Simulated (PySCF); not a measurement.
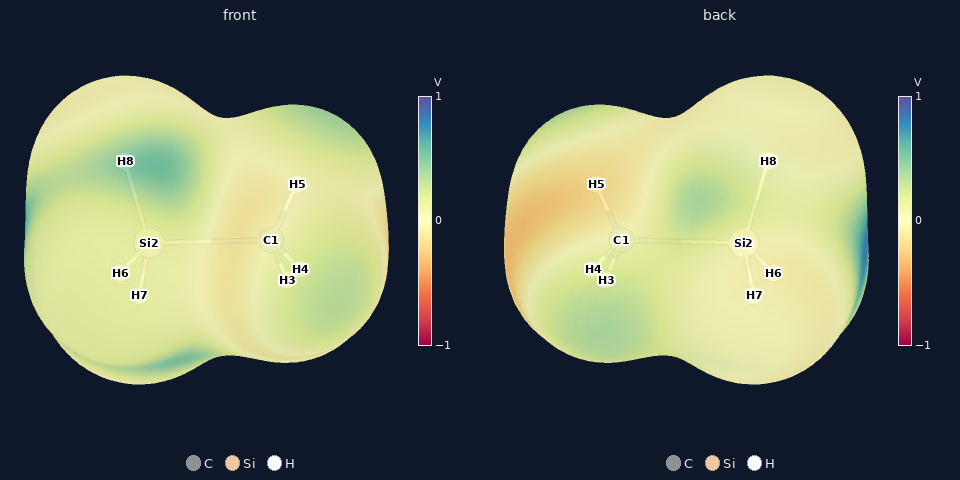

*CH6Si (methylsilane). The molecular electrostatic potential painted on the density surface at 0.001 e/bohr³, seen from the front and from behind; red is negative and blue positive.*

Geometry: GFN2-xTB, MD frame at 250 fs, 600 K.

Theory: PBE0/def2-SVPD, SCF density, gas phase in PySCF.

```xyz
8

C    -1.0126    0.1850    0.4712
Si    0.9445   -0.0358   -0.2315
H    -1.5520    0.3253   -0.5393
H    -1.2626    1.1328    1.1115
H    -1.3624   -0.5832    1.0904
H     1.7061    0.9654    0.3402
H     0.7424    0.1303   -1.6666
H     1.3222   -1.4774    0.0440
```

Question: Describe the electrostatic potential map.

Answer: The most negative region (about −0.3 V, or −7 kcal/mol for a unit charge) lies over C1, the most positive (about +0.8 V, or +18 kcal/mol for a unit charge) over Si2.

Question: How polar is the molecule by this calculation?

Answer: Its dipole moment is 0.29 D.
